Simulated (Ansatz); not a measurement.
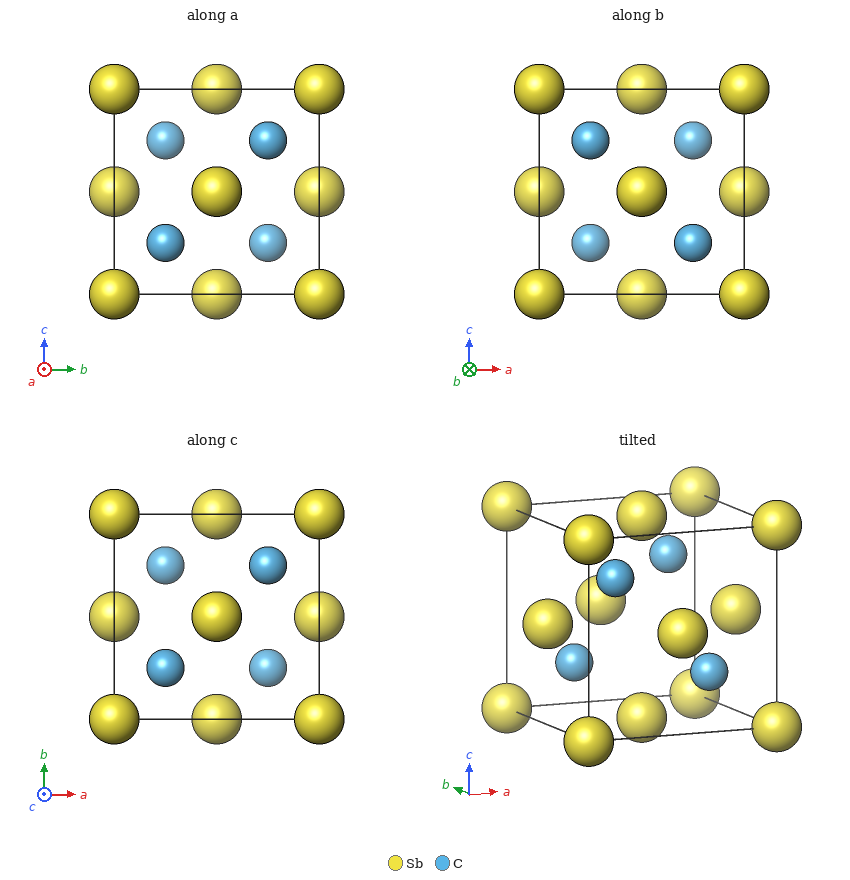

Spheres-only drawing of the structure, looking along the a axis, along the b axis, along the c axis and slightly off an axis. Atoms at the boundary of the conventional unit cell (the box) are drawn once for each face, edge or corner they touch.

Lattice parameters: a = 5.279 Å, b = 5.279 Å, c = 5.279 Å, α = 90.00°, β = 90.00°, γ = 90.00°. Put a along x and b in the xy plane.

Q: Reconstruct the structure as a POSCAR file.

A:
```
Sb C
1.0
     5.279    0.000    0.000
     0.000    5.279    0.000
     0.000    0.000    5.279
Sb C
4 4
Direct
  0.0000 0.0000 0.0000
  0.0000 0.5000 0.5000
  0.5000 0.0000 0.5000
  0.5000 0.5000 0.0000
  0.2500 0.2500 0.7500
  0.2500 0.7500 0.2500
  0.7500 0.2500 0.2500
  0.7500 0.7500 0.7500
```

Origin of the cell: a structure type filled with these elements by a generator (whether the compound takes this form wasn't checked). A relaxation with DFT PBE, scalar-relativistic, plane waves, PAW in Ansatz gave the geometry drawn.
